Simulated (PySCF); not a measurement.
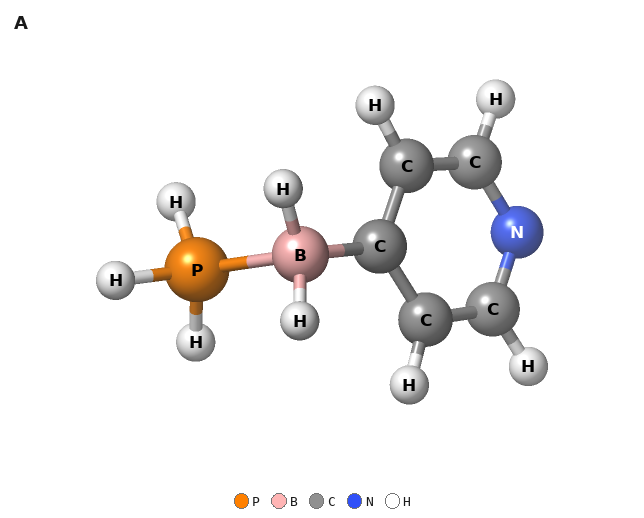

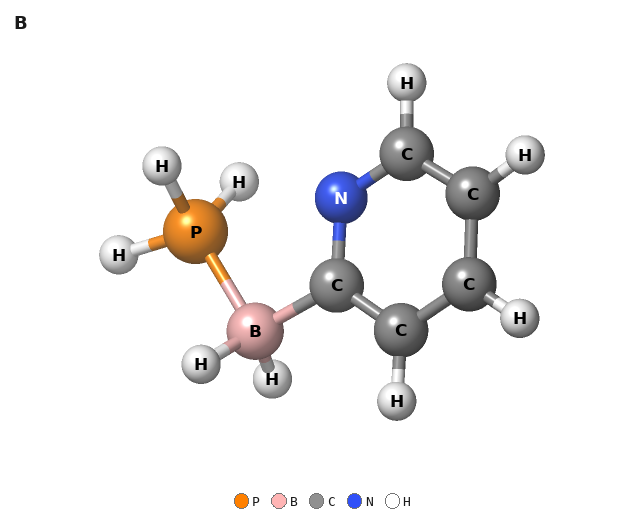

2 stationary structures of one formula. Geometries: PBE0-D3(BJ)/def2-SVP. Electronic energies: PBE0-D3(BJ)/def2-SVP (PySCF 2.14.0), without zero-point energy. No frequency run is at hand to confirm each as a minimum. Each is one conformer, not always the lowest.

### Are they conformers, stereoisomers or constitutional isomers?

They are constitutional isomers of C5H9BNP: A `[PH3+][BH2-]c1ccncc1`, B `[PH3+][BH2-]c1ccccn1`.

### Rank them by energy, lowest first.

B is lowest; A lies 0.184 eV above it.
